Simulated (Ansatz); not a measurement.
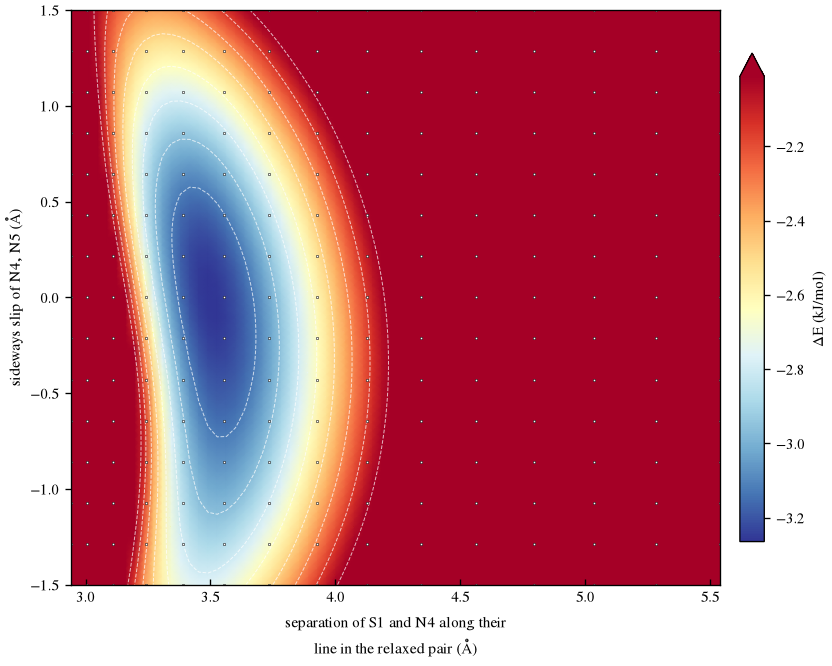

The pair H₂S···N₂. First axis: separation of S1 and N4 along their line in the relaxed pair. Second axis: sideways slip of N4, N5. Nothing is relaxed (both partners rigid). The scan uses a 15 × 15 grid. Points are written as (first, second). Energies are in kJ/mol, from the two partners far apart, frozen as in the relaxed pair, each in its own basis (no counterpoise correction). Level of theory: Ansatz, RKS PBE0-D4/def2-TZVPD.

The picture shows a smooth colour map with a few white contour lines, dots at the grid points, one colour for all values above the top of the scale. Between grid points the surface is interpolated.

Estimate the position of the minimum and the force constants in these coordinates.

The interpolated minimum is at the first coordinate ≈ 3.501 Å, sideways slip of N4, N5 ≈ −0.007 Å. The curvatures there are about 0.14 eV/Å² and 0.0096 eV/Å², with a cross term of about 0.016 eV/Å². Round the minimum the valley is somewhat tilted: raising the first coordinate shifts the best value of sideways slip of N4, N5 downwards (coupling k₁₂/√(k₁₁k₂₂) about 0.4). (1 eV is 96.5 kJ/mol.)
